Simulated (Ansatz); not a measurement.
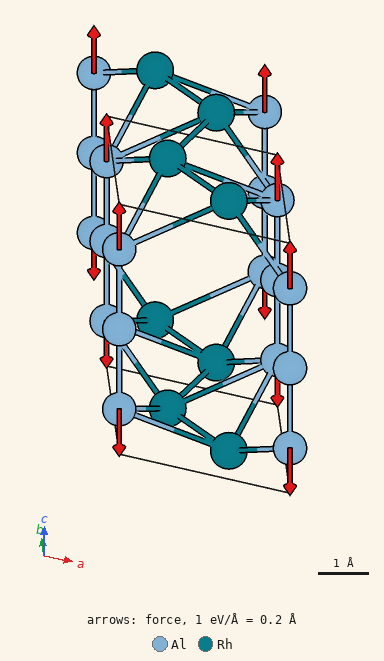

Starting geometry of crystalline Al3Rh2 (a generated structure, set up in P6/mmm) (coarse preliminary run) with the computed forces as red arrows. A ball-and-stick model of the cell of the calculation, repeated 1 × 2 × 1 with one cell outlined, seen from a free direction.

Method: DFT PBE, scalar-relativistic, plane waves, PAW in Ansatz 0.2.0.

The input:
```yaml
crystal:
  lattice:
    - [3.87552409, 0.0, 0.0]
    - [-1.93776205, 3.35630232, 0.0]
    - [0.0, 0.0, 5.74387218]
  atoms:
    - { symbol: Al, position: [0.0, 0.0, 0.18003925] }
    - { symbol: Al, position: [0.0, 0.0, 0.81996075] }
    - { symbol: Al, position: [0.0, 0.0, 0.5] }
    - { symbol: Rh, position: [0.33333333, 0.66666667, 0.0] }
    - { symbol: Rh, position: [0.66666667, 0.33333333, 0.0] }
basis:
  ecutwfc: 420
kpoints:
  mp_grid: { grid: [6, 6, 4] }
hamiltonian:
  xc: pbe
scf:
  occupations: { method: gaussian, width: 0.1 }
  lower_state_search: "off"
output:
  forces: true
  stress: true
  eigenvalues: true
relax:
  adjacent_minimum: "off"
  f_tol: 0.04
  max_steps: 70
  cell: { stress_tol: 0.4 }
```

Launched with:
```bash
ansatz run input.yaml --threads 1 --pin off --max-ram 2560MiB --backend cpu --events-out ev --progress --plain --runs-dir out
```

> Is this structure relaxed? If not, where do the atoms go?

It isn't relaxed: the largest force vector, on Al atoms, is 5.57 eV/Å. The atoms end up moving mostly along the starting forces (cosine between the two patterns 1.00). The largest moves relative to the cell, 0.074 Å, are those of Al1 and Al2. Al1 goes along −c. Rh stays in place. Cell: a = b 3.876 → 4.175 Å (+7.7 %), c 5.744 → 7.818 Å (+36.1 %). Volume +57.9 %. Among the contacts that change: Al1–Al3 1.838 → 2.575 Å, Al1–Al2 2.068 → 2.667 Å, Al1–Rh4 2.465 → 2.755 Å, Rh4–Rh5 2.238 → 2.410 Å. The space group stays P6/mmm (No. 191). After 10 accepted moves (12 points after the start) the energy has fallen by 2243 meV per atom. Largest force component: 5.6 eV/Å at the start, 0.028 eV/Å at the end. Pressure: 92.05 GPa at the start and 0.06 GPa at the end. The SCF was repeated twice at an unchanged geometry on a basis and grid sized afresh for the cell, which shifted the energy by 94.0 meV per atom at most.
